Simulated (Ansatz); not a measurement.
The starting structures come from a database of crystals and need not be the phases stable at ambient conditions.

 Where the default PAW files enter, the runs use the earlier of Ansatz's two default sets.

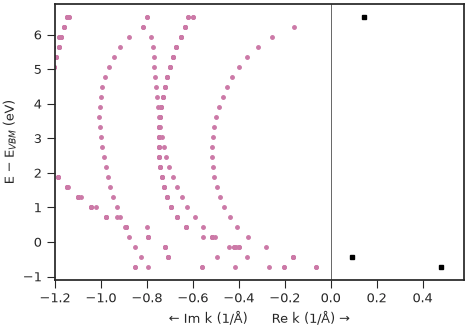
*Complex bands at the centre of the two-dimensional zone; PBEsol (Ansatz, a first-principles code)*

The gap is the functional's own, uncorrected, and κ follows it; spin-orbit coupling is left out. Mid-gap values are interpolated between the computed energies.

Q: This is Cs2GeF6 (Fm-3m, not sure to be the ambient phase, 9 atoms a cell, 19.8 Å³ an atom) along the normal of (111). Read off the slowest decay at the centre of the two-dimensional zone at 3.33 eV, the computed energy nearest the middle of the gap.

A: κ ≈ 0.51 1/Å, a decay length 1/(2κ) of the density of 0.99 Å.
